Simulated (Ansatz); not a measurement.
## Run report: H₂₁O₁₀F, geometry relaxation (part 3 of 3)

H₂₁O₁₀F (disordered cell, 32 atoms in the cell); DFT PBE, scalar-relativistic, plane waves, PAW, no spin polarisation (Ansatz 0.2.0); cutoff 420 eV, 1×1×1 k-mesh, Fermi–Dirac smearing of 0.02 eV. The run did not end well. It belongs to a series of runs on one base structure; here: start relaxed.

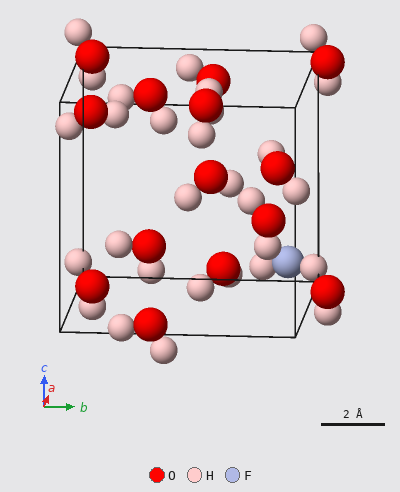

The geometry at step 12 of the log (spheres-only view of the cell of the calculation, seen at an oblique angle).

**Trajectory as extended XYZ, continued**
```
32
Lattice="7.5723 0.0000 0.0000 0.0000 7.5723 0.0000 0.0000 0.0000 7.5723" Properties=species:S:1:pos:R:3:forces:R:3 step=8 energy=-6819.60533
O     0.8303    5.1409    2.3191   -0.6666   0.4771  -0.4330
H    -0.0740    5.5198    2.1065    0.7941  -0.1977   0.3218
H     0.8639    4.3154    1.8008    0.1143   0.1236  -0.0291
O     4.9119    0.3997    6.1274   -0.8924   0.5308  -0.5777
H     4.3211    1.1720    5.9282    0.6405  -0.6716   0.3507
H     4.4664   -0.3050    5.6096    0.1916   0.2588   0.2474
O     4.3697    4.6356    7.3665   -0.1868  -0.7757   0.2240
H     4.0188    4.7894    6.4724   -0.0024  -0.0623  -0.1668
H     3.9637    3.7620    7.5941    0.3047   0.6834  -0.0488
O     5.8910    6.5742    2.5843   -0.1275  -0.8363   0.4010
H     5.0442    6.6256    2.0971    0.1008  -0.0906   0.0063
H     5.7637    5.8081    3.2070   -0.0016   0.7674  -0.5223
O     1.5630    2.5688    7.2938    0.1470   0.2246   0.1183
H     1.0390    3.0782    6.6458   -0.0618   0.0107   0.0094
H     1.0561    1.7341    7.3849   -0.2160  -0.2534   0.0298
O     2.2134    7.1429    4.6552   -0.1500   0.1044   0.1993
H     1.7039    6.7389    5.3835    0.0066   0.1099  -0.0967
H     1.6915    7.9401    4.4372    0.1996  -0.2464   0.0385
O     4.1128    4.2039    4.3338   -0.5025   0.2441  -0.6684
H     3.6055    4.8575    3.7892    0.3076  -0.3919   0.5695
H     3.8208    3.3599    3.9047    0.0882   0.3515  -0.0518
O     6.8148    3.8493    5.6173   -1.1986   0.4028   0.7838
H     6.3050    4.1280    6.4435    0.5669  -0.3393  -1.0445
H     6.0735    3.8480    4.9569    0.6169  -0.0278   0.4229
O     3.1242    2.4340    2.2990    0.1231  -0.7287  -0.0097
H     2.5471    2.6460    1.5387   -0.0699  -0.0023  -0.0990
H     3.2037    1.4504    2.2318   -0.1245   0.5886   0.0461
O     7.4143    0.2291    7.3756   -0.5393  -0.0746   0.0839
H     6.5903    0.4054    6.8392    0.3917  -0.1842   0.3373
H     7.0657   -0.2110    8.1849    0.2466   0.3452  -0.4601
F     2.6624    7.1589    1.6981   -0.1874  -0.3733   0.1808
H     2.0337    6.4835    1.9977    0.0877   0.0336  -0.1623
32
Lattice="7.5723 0.0000 0.0000 0.0000 7.5723 0.0000 0.0000 0.0000 7.5723" Properties=species:S:1:pos:R:3:forces:R:3 step=9 energy=-6819.94284
O     0.8880    5.2015    2.2283   -0.2411   0.3437  -0.2007
H    -0.0411    5.5457    2.1381    0.3220  -0.0729   0.1102
H     0.9106    4.3939    1.6826    0.0595   0.1102  -0.0611
O     4.9157    0.4282    6.0964   -0.7424   0.4275  -0.4026
H     4.3095    1.2045    6.0209    0.5660  -0.5148   0.2084
H     4.4044   -0.2489    5.6039    0.1334   0.2127   0.2635
O     4.4415    4.5785    7.3267   -0.5475  -0.7913   0.2200
H     4.0499    4.6512    6.4327    0.0688  -0.0970   0.0423
H     3.9497    3.8019    7.7097    0.5706   0.7587  -0.3002
O     5.8968    6.4744    2.5065   -0.2873  -0.8077   0.9187
H     5.0472    6.5423    2.0245    0.1521  -0.1220   0.0006
H     5.6786    5.8766    3.2843    0.1848   0.7530  -1.0338
O     1.5191    2.5754    7.3489    0.2197   0.1925   0.2020
H     1.0107    3.0950    6.6983   -0.1612   0.0508  -0.0344
H     1.0203    1.7295    7.4002   -0.2172  -0.1821  -0.0233
O     2.2739    7.1239    4.8000   -0.9870   0.3156   0.1914
H     1.6082    6.7660    5.4407    0.5177   0.3133  -0.3849
H     1.7846    7.8881    4.3989    0.5481  -0.7152   0.3153
O     4.1413    4.2224    4.2623   -1.2397   0.9533  -0.8030
H     3.5106    4.9457    3.9336    0.9333  -1.0929   0.6389
H     3.8197    3.4403    3.7369    0.1591   0.3617   0.0422
O     6.8076    3.8583    5.7189   -1.0021   0.3563   0.0900
H     6.2030    4.1518    6.4601    0.4416  -0.3047  -0.4872
H     6.1590    3.8567    4.9674    0.6286  -0.0825   0.5397
O     3.1327    2.3887    2.2488    0.0124  -0.3413   0.0438
H     2.5270    2.5995    1.5089   -0.0803   0.0086  -0.0980
H     3.1483    1.4073    2.2277    0.0276   0.2504  -0.0090
O     7.4312    0.2375    7.3307   -0.1530   0.0489  -0.0391
H     6.5805    0.3896    6.8452    0.1476  -0.0589   0.0720
H     7.1361   -0.1310    8.1823    0.0781   0.0489  -0.0755
F     2.7291    7.0713    1.7369   -0.3339  -0.3302   0.1553
H     2.0177    6.4180    1.9225    0.2228   0.0070  -0.1014
32
Lattice="7.5723 0.0000 0.0000 0.0000 7.5723 0.0000 0.0000 0.0000 7.5723" Properties=species:S:1:pos:R:3:forces:R:3 step=10 energy=-6820.20908
O     0.8819    5.1932    2.1221   -0.1843   0.2785  -0.1894
H    -0.0574    5.5236    2.0988    0.2681  -0.0608   0.0696
H     0.9001    4.4295    1.5127    0.0409   0.0839  -0.0333
O     4.9149    0.4606    6.1067   -0.6778   0.3588  -0.3290
H     4.3451    1.2618    6.0511    0.5035  -0.4448   0.1618
H     4.3385   -0.2088    5.6760    0.1464   0.1991   0.2188
O     4.4580    4.5550    7.3103   -0.5000  -0.7017   0.1701
H     4.0613    4.5834    6.4144    0.0808  -0.0485   0.0436
H     3.9817    3.7939    7.7338    0.4877   0.6408  -0.2468
O     5.8715    6.3560    2.4654   -0.2896  -0.6572   0.6756
H     5.0551    6.3969    1.9249    0.1926  -0.0908   0.0456
H     5.6097    5.7719    3.2344    0.1433   0.5832  -0.8351
O     1.4153    2.6672    7.4496    0.1413   0.1410   0.1594
H     0.9269    3.1608    6.7612   -0.1414   0.0471  -0.0309
H     0.9522    1.7963    7.4622   -0.1700  -0.1043   0.0057
O     2.3577    6.9732    4.8498   -0.8466   0.2881   0.1724
H     1.6781    6.6744    5.5035    0.4695   0.2319  -0.3439
H     1.8964    7.7222    4.3972    0.4722  -0.6373   0.2747
O     4.1294    4.3241    4.2514   -1.0735   0.7630  -0.6898
H     3.4752    5.0468    3.9897    0.7949  -0.8832   0.5234
H     3.8208    3.5623    3.6901    0.1396   0.3037   0.0967
O     6.8338    3.9014    5.7803   -0.8513   0.2598   0.0224
H     6.1923    4.1601    6.5001    0.3726  -0.2197  -0.3768
H     6.2228    3.8888    5.0030    0.5658  -0.0606   0.4773
O     3.1701    2.4278    2.2227   -0.0575  -0.2774  -0.0462
H     2.5044    2.6380    1.5323   -0.0099   0.0022   0.0000
H     3.1767    1.4469    2.2092    0.0675   0.2459  -0.0120
O     7.4439    0.2662    7.3283   -0.1330   0.0194  -0.0080
H     6.5839    0.3965    6.8540    0.1211  -0.0401   0.0534
H     7.1719   -0.1241    8.1780    0.0762   0.0553  -0.0880
F     2.7041    7.0544    1.7408   -0.2614  -0.2450   0.1213
H     1.9950    6.3835    1.8700    0.1130  -0.0302  -0.0622
32
Lattice="7.5723 0.0000 0.0000 0.0000 7.5723 0.0000 0.0000 0.0000 7.5723" Properties=species:S:1:pos:R:3:forces:R:3 step=11 energy=-6820.51370
O     0.8817    5.1869    2.0384    0.0096   0.1001  -0.2149
H    -0.0597    5.4999    2.0802    0.0668  -0.0101   0.0390
H     0.8887    4.4493    1.3920    0.0311   0.1057   0.0560
O     4.9327    0.4972    6.0628   -0.7977   0.0181  -0.2521
H     4.3993    1.3174    6.1166    0.3738  -0.2958   0.0534
H     4.2561   -0.1541    5.7421    0.4011   0.3661   0.2199
O     4.4539    4.5291    7.2816   -0.1862  -0.2903  -0.1432
H     4.0575    4.4840    6.3846    0.0869   0.0185   0.0825
H     4.0121    3.8007    7.7638    0.1568   0.1749   0.0166
O     5.8786    6.2556    2.4385   -0.3170  -0.1920  -0.0111
H     5.1109    6.3198    1.8278    0.3166  -0.1062   0.1888
H     5.5209    5.7232    3.1876   -0.0020   0.1354  -0.2844
O     1.3331    2.7341    7.5206    0.0166   0.0231   0.1376
H     0.8448    3.2136    6.8173   -0.1131   0.0434  -0.0187
H     0.8764    1.8553    7.5255   -0.0604   0.0067  -0.0173
O     2.4060    6.8643    4.9232   -0.5006   0.2351   0.0470
H     1.6958    6.6717    5.5753    0.2806   0.1188  -0.1729
H     2.0068    7.5664    4.3610    0.3216  -0.4773   0.2238
O     4.1153    4.4087    4.2075   -0.8499   0.5605  -0.2318
H     3.3889    5.0915    4.1195    0.6610  -0.5068   0.2174
H     3.7921    3.6738    3.6298    0.1016   0.0995   0.0001
O     6.8751    3.9409    5.8528   -0.5524   0.1052  -0.1012
H     6.1656    4.1488    6.5148    0.2270  -0.0688  -0.1355
H     6.3450    3.8781    5.0281    0.4195  -0.0168   0.3415
O     3.1931    2.4561    2.1888   -0.1655  -0.0859  -0.1915
H     2.4695    2.6419    1.5446    0.1444  -0.0225   0.1143
H     3.2487    1.4801    2.1698    0.0316   0.1493  -0.0009
O     7.4601    0.2828    7.3069   -0.0544   0.0440   0.0016
H     6.5949    0.3860    6.8395    0.0353  -0.0156  -0.0045
H     7.2058   -0.1000    8.1634    0.0705  -0.0099  -0.0228
F     2.6805    7.0325    1.7784   -0.0311   0.0030   0.0712
H     1.9810    6.3483    1.8412   -0.1219  -0.2092  -0.0077
32
Lattice="7.5723 0.0000 0.0000 0.0000 7.5723 0.0000 0.0000 0.0000 7.5723" Properties=species:S:1:pos:R:3:forces:R:3 step=12 energy=-6820.69980
O     0.8469    5.1749    2.0048    0.0129   0.0676  -0.2000
H    -0.1075    5.4446    2.0751    0.0430   0.0136   0.0288
H     0.8756    4.4365    1.3569    0.0150   0.0846   0.0745
O     4.9282    0.5157    6.0740   -0.7265  -0.0461  -0.2307
H     4.4185    1.3476    6.1339    0.2997  -0.2311   0.0454
H     4.2376   -0.1237    5.7559    0.4138   0.3497   0.2040
O     4.4970    4.4940    7.2916   -0.1661  -0.2140  -0.1505
H     4.0625    4.4405    6.4126    0.0973   0.0228   0.1069
H     4.0863    3.7721    7.8093    0.1205   0.1140   0.0512
O     5.8218    6.1376    2.4093   -0.3058  -0.1507  -0.1288
H     5.1026    6.1789    1.7400    0.3482  -0.0897   0.2265
H     5.4102    5.6245    3.1454   -0.0225   0.0783  -0.1914
O     1.2652    2.7913    7.5779   -0.0246  -0.0190   0.1088
H     0.7831    3.2609    6.8599   -0.0843   0.0494  -0.0257
H     0.8318    1.8993    7.5615   -0.0292   0.0421   0.0075
O     2.4805    6.7617    4.9594   -0.4652   0.2847  -0.0262
H     1.7532    6.6322    5.6075    0.2431   0.0907  -0.1729
H     2.1030    7.3985    4.3103    0.2912  -0.4570   0.2379
O     4.0987    4.4538    4.2227   -0.6525   0.4397  -0.2031
H     3.3733    5.1418    4.1997    0.5425  -0.4264   0.1777
H     3.7726    3.7502    3.6113    0.0693   0.0808   0.0113
O     6.9233    4.0149    5.8823   -0.4698   0.0820  -0.0944
H     6.1804    4.1883    6.5176    0.2003  -0.0513  -0.1122
H     6.4367    3.9245    5.0364    0.3592  -0.0046   0.3002
O     3.2542    2.5440    2.0981   -0.1953  -0.0571  -0.2252
H     2.4801    2.6928    1.5011    0.1886  -0.0177   0.1249
H     3.3186    1.5694    2.1233    0.0258   0.1482  -0.0059
O     7.4838    0.3049    7.2711   -0.0730   0.0103   0.0492
H     6.6038    0.3947    6.8288    0.0451  -0.0155  -0.0119
H     7.2680   -0.1266    8.1159    0.0828   0.0149  -0.0664
F     2.5363    7.0933    1.8650   -0.0969  -0.0845   0.0853
H     1.8850    6.3506    1.8651   -0.0859  -0.1090   0.0055
32
Lattice="7.5723 0.0000 0.0000 0.0000 7.5723 0.0000 0.0000 0.0000 7.5723" Properties=species:S:1:pos:R:3:forces:R:3 step=13 energy=-6820.87519
O     0.8267    5.1664    1.9732    0.0708   0.0921  -0.1145
H    -0.1291    5.4183    2.0723   -0.0642   0.0352   0.0530
H     0.8541    4.4200    1.3359    0.0341  -0.0083   0.0104
O     4.9286    0.5346    6.0599   -0.3062   0.0196  -0.0608
H     4.4495    1.3736    6.1715    0.1583  -0.0734   0.0279
H     4.2165   -0.0837    5.7750    0.1588   0.1147   0.0514
O     4.5147    4.4664    7.2887   -0.0876  -0.1510  -0.1179
H     4.0536    4.3764    6.4282    0.0693   0.0312   0.1180
H     4.1291    3.7726    7.8616    0.0700   0.0309   0.0501
O     5.8096    6.0646    2.3912   -0.2343  -0.0920  -0.2273
H     5.1532    6.0943    1.6623    0.2664  -0.0709   0.2069
H     5.3305    5.5736    3.1016   -0.0211   0.0073  -0.0656
O     1.2063    2.8292    7.6282   -0.0150  -0.0362   0.0985
H     0.7356    3.2978    6.8987   -0.0848   0.0680  -0.0372
H     0.7879    1.9307    7.5906   -0.0259   0.0375   0.0287
O     2.5125    6.7293    5.0105   -0.5389   0.4373  -0.4687
H     1.7444    6.6887    5.6216    0.2217   0.0613  -0.1669
H     2.1783    7.2407    4.2248    0.3737  -0.5627   0.6132
O     4.0991    4.4752    4.1988   -0.4807   0.2885  -0.0805
H     3.3733    5.1484    4.3150    0.3973  -0.2891   0.0063
H     3.7329    3.8190    3.5589    0.0668   0.0578   0.0409
O     6.9601    4.0746    5.9230   -0.3224   0.0286  -0.1065
H     6.1753    4.1992    6.5158    0.1418   0.0027  -0.0342
H     6.5372    3.9307    5.0544    0.2651   0.0155   0.2056
O     3.2925    2.6040    2.0085   -0.1755  -0.1119  -0.1531
H     2.4821    2.7194    1.4541    0.1360   0.0293   0.0407
H     3.3486    1.6320    2.0985    0.0622   0.1882  -0.0192
O     7.4969    0.3246    7.2486   -0.0845  -0.0688   0.1134
H     6.6089    0.3845    6.8168    0.0389   0.0063  -0.0132
H     7.3149   -0.1491    8.0806    0.0988   0.0622  -0.1396
F     2.4561    7.0970    1.9617   -0.0540  -0.0040   0.1240
H     1.8314    6.3305    1.8934   -0.1346  -0.1459   0.0169
32
Lattice="7.5723 0.0000 0.0000 0.0000 7.5723 0.0000 0.0000 0.0000 7.5723" Properties=species:S:1:pos:R:3:forces:R:3 step=14 energy=-6821.02702
O     0.7984    5.1533    1.9514    0.0966   0.1677  -0.0473
H    -0.1639    5.3751    2.0748   -0.0701   0.0487   0.0282
H     0.8420    4.4104    1.3104    0.0242  -0.0710   0.0033
O     4.9310    0.5570    6.0651   -0.0657   0.0890   0.0303
H     4.4851    1.4060    6.2146    0.0838  -0.0227   0.0048
H     4.2046   -0.0334    5.7722   -0.0193  -0.0259  -0.0284
O     4.5465    4.4111    7.3112   -0.0569  -0.0748  -0.1704
H     4.0376    4.3412    6.4769    0.0790   0.0336   0.1532
H     4.1794    3.7267    7.9090    0.0112  -0.0063   0.0959
O     5.7844    5.9768    2.3510   -0.2072  -0.0634  -0.1880
H     5.1718    5.9728    1.5862    0.2178  -0.0778   0.1673
H     5.2637    5.5263    3.0625    0.0160  -0.0130  -0.0540
O     1.1439    2.8639    7.6776   -0.0161  -0.0482   0.1044
H     0.6827    3.3366    6.9412   -0.0637   0.0767  -0.0729
H     0.7260    1.9656    7.6306    0.0050   0.0157   0.0227
O     2.5422    6.6999    5.0222   -0.5716   0.4635  -0.5964
H     1.7416    6.7494    5.5941    0.3210   0.0017  -0.2619
H     2.2664    7.0987    4.1448    0.2983  -0.4357   0.7786
O     4.0907    4.4967    4.1811   -0.2067   0.0617  -0.1074
H     3.3772    5.1634    4.3493    0.1722  -0.1563   0.0394
H     3.7108    3.8577    3.5333    0.0372   0.0901   0.0601
O     6.9968    4.1406    5.9570   -0.2853   0.0081  -0.1288
H     6.1780    4.2254    6.5110    0.1346   0.0011  -0.0253
H     6.6357    3.9532    5.0700    0.2183   0.0363   0.2030
O     3.3060    2.6821    1.9361   -0.0681  -0.2250  -0.1799
H     2.4812    2.7524    1.3947    0.0538   0.0734   0.0165
H     3.4156    1.7144    2.0297    0.0370   0.2314   0.0184
O     7.5182    0.3370    7.2181   -0.1048  -0.0875   0.1699
H     6.6176    0.3782    6.8092    0.0661   0.0005  -0.0119
H     7.3778   -0.1710    8.0392    0.0859   0.0807  -0.1885
F     2.3586    7.1026    2.1331   -0.1277  -0.1138   0.0889
H     1.7636    6.3136    1.9663   -0.0952  -0.0590   0.0769
32
Lattice="7.5723 0.0000 0.0000 0.0000 7.5723 0.0000 0.0000 0.0000 7.5723" Properties=species:S:1:pos:R:3:forces:R:3 step=15 energy=-6821.13808
O     0.7604    5.1569    1.9586    0.0980   0.0672  -0.0662
H    -0.2087    5.3639    2.0699   -0.1014   0.0330   0.0509
H     0.8315    4.3935    1.3412   -0.0261  -0.0197   0.0190
O     4.9291    0.5705    6.0896   -0.0407   0.0828   0.0217
H     4.5202    1.4406    6.2221    0.0645  -0.0425   0.0043
H     4.1933    0.0109    5.7590   -0.0247  -0.0174  -0.0348
O     4.5848    4.3755    7.3237   -0.1087  -0.0158  -0.2078
H     4.0186    4.3249    6.5249    0.1533   0.0356   0.2518
H     4.2158    3.7269    7.9640    0.0007  -0.0943   0.0459
O     5.7507    5.9184    2.3070   -0.2374  -0.1265  -0.3564
H     5.1918    5.8159    1.5042    0.2556  -0.0008   0.2799
H     5.2242    5.4672    3.0155    0.0000   0.0160  -0.0167
O     1.0865    2.8983    7.7314    0.0062  -0.0772   0.0618
H     0.6480    3.3686    6.9752   -0.0535   0.0902  -0.0277
H     0.6924    1.9905    7.6603   -0.0090   0.0130   0.0505
O     2.5752    6.7114    4.9929   -0.3784   0.2350  -0.1948
H     1.7646    6.7835    5.5439    0.2761  -0.0071  -0.2044
H     2.3164    7.0365    4.0852    0.1763  -0.2507   0.4677
O     4.0881    4.4892    4.1475   -0.1885  -0.0055  -0.0642
H     3.3948    5.1460    4.4132    0.1343  -0.0742  -0.1083
H     3.6670    3.8969    3.4809    0.0638   0.0973   0.1249
O     7.0335    4.2032    5.9835   -0.2838  -0.0440  -0.1590
H     6.1869    4.2332    6.5034    0.1722   0.0191  -0.0494
H     6.7338    3.9769    5.0828    0.1740   0.0652   0.2259
O     3.3500    2.7317    1.8249   -0.2289  -0.3638  -0.0069
H     2.4833    2.7854    1.3447    0.1252   0.0738  -0.0479
H     3.4268    1.7716    2.0144    0.1012   0.3674  -0.0815
O     7.5360    0.3545    7.2018   -0.0904  -0.1509   0.1944
H     6.6317    0.3702    6.7990    0.0697   0.0188   0.0142
H     7.4328   -0.2118    7.9913    0.0638   0.1415  -0.2332
F     2.2578    7.0829    2.3036    0.1908   0.3480   0.0347
H     1.6941    6.3000    2.0642   -0.3541  -0.4136   0.0115
```

**Outcome**

| quantity | value |
| --- | --- |
| outcome | not converged |
| wall time | 14 s |
| peak memory | 0.49 GiB |

**Diagnosis**

The run did not converge: “geometry relaxation did not converge after 15 steps: max|allowed force component| = 4.68e-1 eV/Å (threshold 3.0e-1). Raise `relax.max_steps` over both its present limit and 15, loosen `relax.f_tol`, or start from a geometry closer to equilibrium …” Its last values are not results. The input asks for low accuracy.
